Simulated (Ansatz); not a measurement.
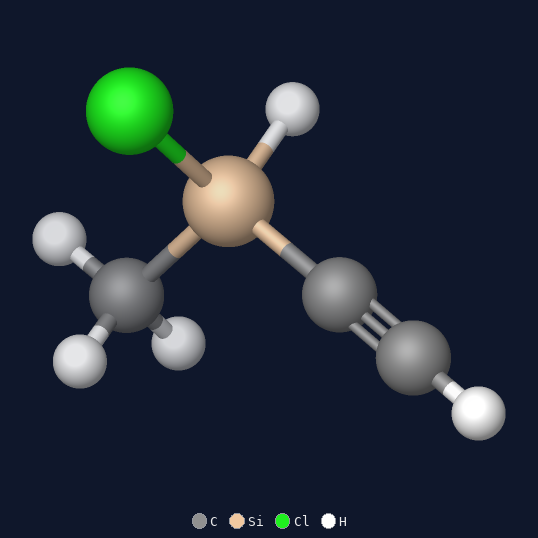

Ball-and-stick drawing of a structure.

The geometry was computed by an optimisation with PBE0-D4/def2-TZVP.

**Which formula does it have?**

C3H5ClSi, 10 atoms: 3 carbon, 5 hydrogen, 1 chlorine and 1 silicon.

**Which point group does it belong to?**

C1.

More results for the same structure follow; atom numbers are the same in all pictures, views and colours differ.

## Geometry

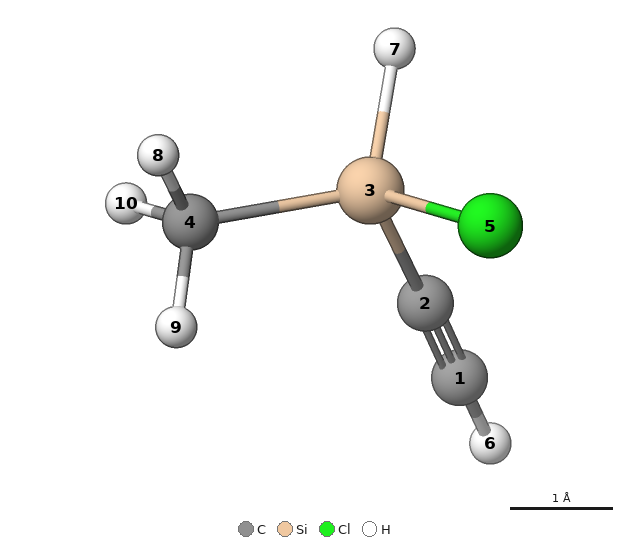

Numbered structure.

**How are the neighbours of atom 4 arranged?**

C4 has 4 neighbours (Si3 at 1.85, H8 at 1.09, H9 at 1.09, H10 at 1.09 Å); the arrangement is tetrahedral.

**How are the neighbours of atom 2 arranged?**

C2 has 2 neighbours (C1 at 1.21, Si3 at 1.82 Å); the arrangement is linear.

**What is the geometry at C1?**

C1 has 2 neighbours (C2 at 1.21, H6 at 1.07 Å); the arrangement is linear.

**Describe the coordination of atom 3.**

Si3 has 4 neighbours (C2 at 1.82, C4 at 1.85, Cl5 at 2.06, H7 at 1.48 Å); the arrangement is tetrahedral.

## Vibrations

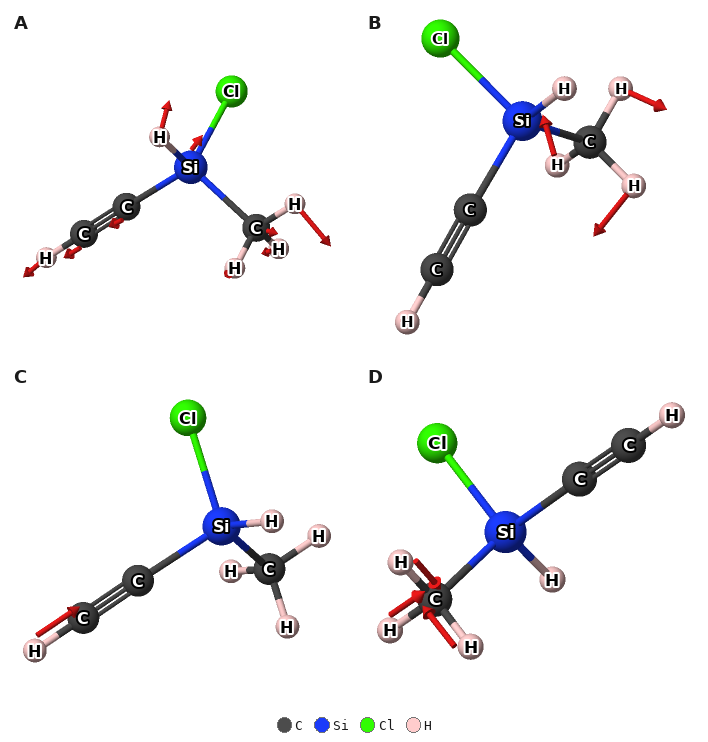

4 normal modes of one molecule or complex, as arrows. Harmonic vibrations computed with RKS PBE0-D4/def2-TZVP (Ansatz 0.2.0) at a stationary point of the same level.

**Match the panels to the wavenumbers 166 cm⁻¹, 631 cm⁻¹, 3055 cm⁻¹, 3465 cm⁻¹.**

A: 631 cm⁻¹
B: 166 cm⁻¹
C: 3465 cm⁻¹, C–H stretching
D: 3055 cm⁻¹, in-phase stretching of 3 C–H bonds

## Electronic properties

Level of theory: RKS r2SCAN0-D4/def2-TZVPP (Ansatz 0.2.0).

Predict the main results.

- HOMO energy (Kohn–Sham orbital): −8.54 eV
- LUMO energy (Kohn–Sham orbital): −0.33 eV
- HOMO–LUMO gap: 8.21 eV
- dispersion correction: −6.8 kJ/mol

## Charges

The questions are on Mulliken charges. Properties computed with RKS PBE0-D4/def2-TZVP (Ansatz 0.2.0).

List the Mulliken charges.

```json
{"atom": "C1", "value (e)": "−0.17"}
{"atom": "C2", "value (e)": "−0.17"}
{"atom": "Si3", "value (e)": "0.45"}
{"atom": "C4", "value (e)": "−0.49"}
{"atom": "Cl5", "value (e)": "−0.25"}
{"atom": "H6", "value (e)": "0.18"}
{"atom": "H7", "value (e)": "−0.02"}
{"atom": "H8", "value (e)": "0.15"}
{"atom": "H9", "value (e)": "0.15"}
{"atom": "H10", "value (e)": "0.15"}
```

Mulliken values depend strongly on the basis set and can even reverse the polarity of a bond.
